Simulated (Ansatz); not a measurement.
Ti (P6_3/mmc, No. 194): the input geometry of a calculation.

Space group P6_3/mmc (No. 194). a = 2.941 Å, b = 2.941 Å, c = 4.649 Å, α = 90.00°, β = 90.00°, γ = 120.00°
```
atom  site  symmetry       x       y       z
  Ti    2d      -6m2  0.3333  0.6667  0.7500
```

> What will a Z-contrast image along [001] show? The image is simulated as a sum over atoms of Z^1.7, blurred by a 1.09 Å probe (no channelling). The probe carries 25 % of its weight in a tail 2.5 times as wide. Shot noise was added.

The columns repeat on a hexagonal net with a repeat of 2.94 Å (plane group p6mm). All columns are alike (Ti). The shortest distance between visible columns is 1.70 Å in projection. Along the beam the structure repeats every 4.65 Å.

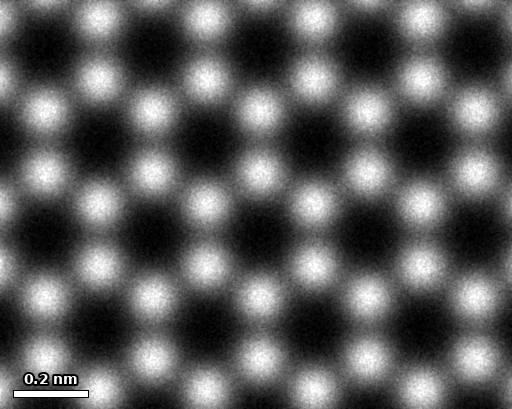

The simulated image.
